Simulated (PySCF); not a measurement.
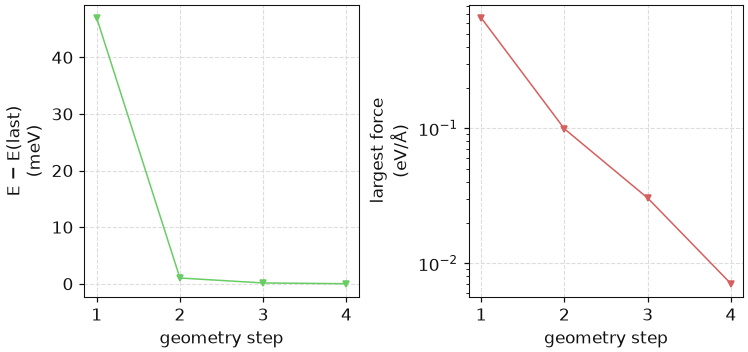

History of a geometry optimisation.

The run: (CH3)3CCF2CH3 (SMILES CC(C)(C)C(C)(F)F), by PBE0-D3(BJ)/def2-SVP, geometry optimisation in PySCF 2.14.0, density fitting.

Q: How did it end, and what did it gain?

A: The optimisation met its thresholds at geometry 4, counting the start as the first. The energy fell by about 47 meV from the first step to the last. The largest force goes from about 0.66 eV/Å at the start to 7 × 10⁻³ eV/Å at the end.
